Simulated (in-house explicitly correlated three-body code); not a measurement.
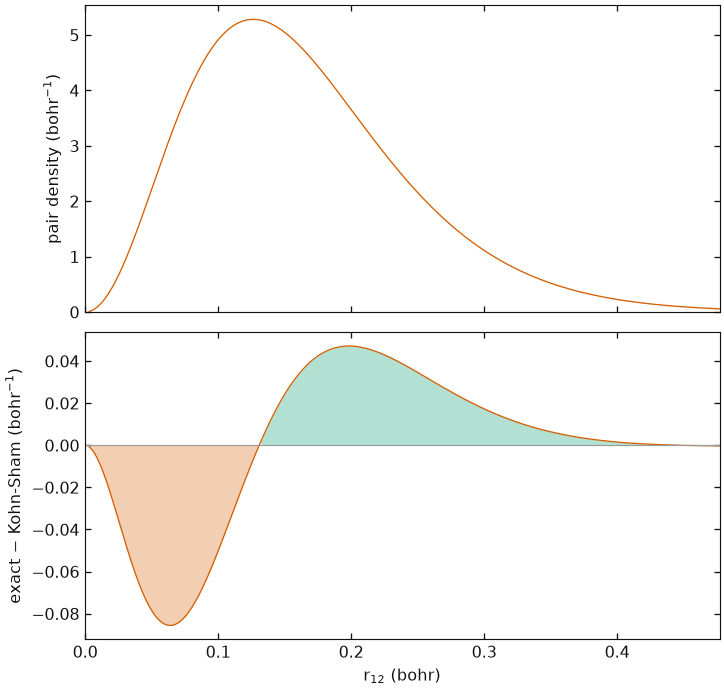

Two electrons around a point charge Z = 13.695. Computed variationally in 260 exponentially correlated functions with an in-house code, non-relativistic, converged to about 10⁻⁸ of the energy. The plot shows the distribution of the distance r₁₂ between the electrons in the ground state (one pair, times 4πr₁₂²) and its difference from that of the Kohn-Sham determinant with the same density, the Coulomb hole.

Q: How large and how deep is the Coulomb hole?

A: The pair density peaks near r₁₂ = 0.13 bohr, and ⟨r₁₂⟩ = 0.1654 bohr. Correlation takes weight from short distances: the hole is deepest (−0.086 bohr⁻¹) near 0.064 bohr and first changes sign near 0.13 bohr, moving 0.64 % of the pair outwards. The mean cosine of the angle between the electrons is −0.00971, and the density-functional correlation energy is −45.94 millihartree.
